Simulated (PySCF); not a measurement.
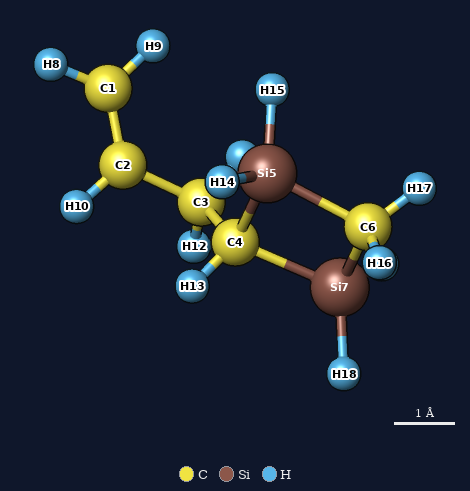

**Figure 1.** The structure (ball-and-stick view, seen at a tilt; atoms are numbered from 1 in the order of the input). Bond lengths as drawn: C–C 1.32 to 1.53 Å, C–H 1.08 to 1.10 Å, C–Si 1.92 to 1.93 Å and H–Si 1.46 to 1.47 Å.

## C$_{5}$H$_{12}$Si$_{2}$: a changed input and its effect

System: C$_{5}$H$_{12}$Si$_{2}$, SMILES C=CCC1[SiH2]C[SiH2]1.
Method of the first run: GIAO PBE0/pcSseg-1 NMR shielding, non-relativistic, gas phase (PySCF 2.14.0).

The geometry comes from this level: GFN2-xTB. Text and figures count atoms from 1; the logs count them from 0 in places.

## Input file, the first run
```
{"job": {"kind": "nmr", "xc": "PBE0", "basis": "pcSseg-1"}, "charge": 0, "multiplicity": 1}
C      2.851555    -0.201962     1.042787
C      2.234733    -0.273168    -0.122023
C      0.935379    -0.968735    -0.359499
C     -0.150637     0.038931    -0.741776
Si    -0.719804     1.265880     0.628916
C     -2.518268     0.705419     0.255981
Si    -1.937419    -0.641429    -0.977522
H      3.778199     0.332454     1.169213
H      2.458085    -0.686203     1.921697
H      2.653768     0.223686    -0.988676
H      0.636860    -1.512707     0.538786
H      1.058839    -1.695721    -1.169764
H      0.191781     0.571337    -1.633208
H     -0.430517     2.678759     0.371520
H     -0.266058     0.909311     1.973586
H     -3.130161     1.479348    -0.199721
H     -3.077061     0.337437     1.111855
H     -2.473153    -0.539704    -2.337877
H     -2.105926    -2.013682    -0.491736
```

The first line tells a small driver script what to run in PySCF; the rest is the geometry in Å.

Command:
```bash
OMP_NUM_THREADS=1 python <driver script> task.json out
```

Hardware: 1 CPU thread, shared host.

## Output (the first run)
```
coarse grid: 16120 points
cycle   1  E = -776.0564987408  dE =  5.633e-01  |g| = 5.179e-01  |ddm| = 3.883e+00
cycle   2  E = -776.0159665203  dE =  4.053e-02  |g| = 6.377e-01  |ddm| = 1.105e+00
cycle   3  E = -776.1271112062  dE = -1.111e-01  |g| = 6.592e-02  |ddm| = 7.164e-01
cycle   4  E = -776.1280621219  dE = -9.509e-04  |g| = 3.105e-02  |ddm| = 9.939e-02
cycle   5  E = -776.1282953127  dE = -2.332e-04  |g| = 9.856e-03  |ddm| = 3.223e-02
cycle   6  E = -776.1283188161  dE = -2.350e-05  |g| = 2.682e-03  |ddm| = 1.032e-02
cycle   7  E = -776.1283206483  dE = -1.832e-06  |g| = 4.138e-04  |ddm| = 2.702e-03
final grid: 144360 points
cycle   8  E = -776.1700177217  dE = -3.219e-05  |g| = 7.822e-03  |ddm| = 2.574e-02
cycle   9  E = -776.1700087368  dE =  8.985e-06  |g| = 9.684e-03  |ddm| = 1.719e-02
cycle  10  E = -776.1700338769  dE = -2.514e-05  |g| = 1.115e-03  |ddm| = 1.007e-02
cycle  11  E = -776.1700341775  dE = -3.007e-07  |g| = 3.044e-04  |ddm| = 1.217e-03
cycle  12  E = -776.1700341989  dE = -2.139e-08  |g| = 9.511e-05  |ddm| = 2.855e-04
cycle  13  E = -776.1700342011  dE = -2.131e-09  |g| = 2.571e-05  |ddm| = 9.833e-05
cycle  14  E = -776.1700342012  dE = -1.642e-10  |g| = 4.937e-06  |ddm| = 3.224e-05
converged SCF energy = -776.1700342012

GIAO shielding tensors (ppm)
atom      isotropic    diamagn.    paramagn.     s11        s22        s33       span
  0 C       66.896     253.511    -186.615    -41.596     85.105    157.180    198.776
  1 C       37.024     257.367    -220.343    -86.172     45.084    152.158    238.330
  2 C      146.919     245.327     -98.408    131.905    143.241    165.609     33.704
  3 C      168.085     258.306     -90.221    138.791    175.824    189.640     50.849
  4 Si     380.020     881.756    -501.736    348.765    363.238    428.058     79.293
  5 C      197.356     259.245     -61.889    182.275    203.342    206.451     24.176
  6 Si     379.274     881.526    -502.252    344.708    363.886    429.229     84.521
  7 H       26.544      28.386      -1.842     23.748     25.499     30.385      6.637
  8 H       26.405      31.810      -5.404     22.770     25.826     30.620      7.850
  9 H       25.795      31.498      -5.702     22.916     25.614     28.856      5.940
 10 H       29.599      33.108      -3.508     26.078     29.480     33.240      7.163
 11 H       29.186      30.646      -1.459     24.631     28.064     34.863     10.232
 12 H       30.289      34.180      -3.891     26.520     30.108     34.240      7.720
 13 H       26.971      30.689      -3.717     23.494     25.120     32.299      8.804
 14 H       27.125      31.447      -4.322     23.659     26.594     31.121      7.461
 15 H       31.238      30.173       1.066     27.264     27.544     38.907     11.643
 16 H       31.299      30.806       0.493     27.029     27.406     39.463     12.434
 17 H       26.795      29.972      -3.177     23.568     24.593     32.223      8.655
 18 H       27.051      30.294      -3.243     24.215     25.405     31.534      7.319
```

The input of the second run differs as follows (lines with − go, lines with + come):
```diff
-"xc": "PBE0"
+"xc": "revPBE"
+"pop": false
+"scf": {"level_shift": 0.2}
```

What does this change do to the results?

The total energies belong to different methods, so their difference says nothing on which is more stable or more accurate. The HOMO goes from −7.36 to −6.17 eV. The LUMO goes from −0.09 to −0.85 eV. Of all shieldings, the largest change is that of Si7, by −11.2 ppm. The functional changes from PBE0 to revPBE. The SCF takes 11 iterations against 14.

## Output (the second run)
```
final grid: 144360 points
cycle   1  E = -776.4092167119  dE =  3.461e-01  |g| = 4.934e-01  |ddm| = 3.890e+00
cycle   2  E = -776.4199213799  dE = -1.070e-02  |g| = 4.799e-01  |ddm| = 8.118e-01
cycle   3  E = -776.4742960701  dE = -5.437e-02  |g| = 1.010e-01  |ddm| = 2.662e-01
cycle   4  E = -776.4771755822  dE = -2.880e-03  |g| = 2.543e-02  |ddm| = 9.564e-02
cycle   5  E = -776.4773689656  dE = -1.934e-04  |g| = 5.211e-03  |ddm| = 3.619e-02
cycle   6  E = -776.4773752421  dE = -6.277e-06  |g| = 3.446e-03  |ddm| = 1.160e-02
cycle   7  E = -776.4773780864  dE = -2.844e-06  |g| = 1.085e-03  |ddm| = 3.367e-03
cycle   8  E = -776.4773783990  dE = -3.126e-07  |g| = 3.566e-04  |ddm| = 1.416e-03
cycle   9  E = -776.4773784319  dE = -3.292e-08  |g| = 8.953e-05  |ddm| = 4.574e-04
cycle  10  E = -776.4773784346  dE = -2.664e-09  |g| = 3.734e-05  |ddm| = 1.631e-04
cycle  11  E = -776.4773784351  dE = -5.089e-10  |g| = 7.062e-06  |ddm| = 6.279e-05
level shift removed, Fock matrix diagonalised once more
converged SCF energy = -776.4773784351

GIAO shielding tensors (ppm)
atom      isotropic    diamagn.    paramagn.     s11        s22        s33       span
  0 C       66.978     252.478    -185.500    -33.889     82.487    152.336    186.226
  1 C       36.576     256.092    -219.517    -79.393     43.216    145.904    225.296
  2 C      140.564     245.462    -104.898    124.868    137.053    159.771     34.904
  3 C      162.303     256.830     -94.528    133.230    170.083    183.595     50.365
  4 Si     369.011     882.499    -513.487    337.943    348.875    420.215     82.272
  5 C      192.818     257.677     -64.858    177.791    199.300    201.364     23.573
  6 Si     368.103     882.244    -514.141    332.271    350.492    421.547     89.275
  7 H       26.656      28.473      -1.817     23.979     25.761     30.228      6.249
  8 H       26.539      32.109      -5.570     23.001     26.120     30.494      7.493
  9 H       25.867      31.671      -5.804     22.971     25.737     28.893      5.922
 10 H       29.609      33.358      -3.748     26.295     29.539     32.994      6.699
 11 H       29.110      30.453      -1.342     24.812     28.097     34.423      9.611
 12 H       30.198      34.070      -3.871     26.703     30.183     33.708      7.005
 13 H       26.895      30.921      -4.026     23.493     25.153     32.038      8.545
 14 H       27.091      31.793      -4.702     23.721     26.657     30.894      7.173
 15 H       31.223      30.204       1.020     27.468     27.771     38.431     10.963
 16 H       31.290      30.825       0.465     27.244     27.604     39.022     11.778
 17 H       26.714      30.144      -3.431     23.582     24.631     31.929      8.347
 18 H       27.023      30.555      -3.532     24.292     25.482     31.296      7.004
```

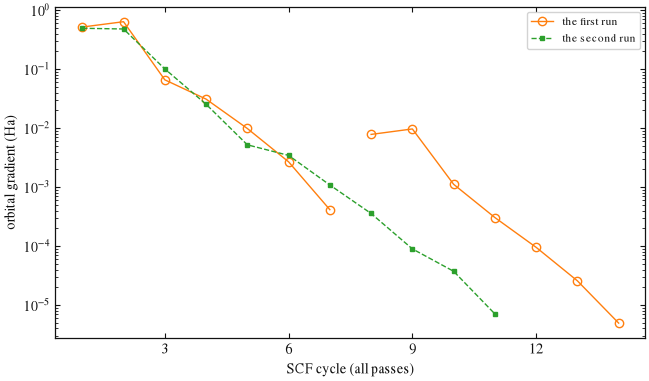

**Figure 2.** Convergence of the two runs: orbital gradient against the SCF cycle. A break in a curve parts two SCF passes (coarse and final grid). The first run takes 14 cycles in all, and the second run takes 11.

## The two runs side by side

| quantity | the first run | the second run |
| --- | --- | --- |
| outcome | converged | converged |
| total energy (hartree) | −776.170034 | −776.477378 |
| HOMO (eV) | −7.36 | −6.17 |
| LUMO (eV) | −0.09 | −0.85 |
| dipole moment (D) | 0.29 | 0.30 |
| shielding of C2 (ppm) | 37.0 | 36.6 |
| shielding of C3 (ppm) | 146.9 | 140.6 |
| shielding of C4 (ppm) | 168.1 | 162.3 |
| shielding of Si5 (ppm) | 380.0 | 369.0 |
| shielding of C6 (ppm) | 197.4 | 192.8 |
| shielding of Si7 (ppm) | 379.3 | 368.1 |
| shielding of H9 (ppm) | 26.4 | 26.5 |
| SCF iterations | 14 | 11 |
| basis functions | 193 | 193 |
| wall time (shared host) | 48 s | 62 s |
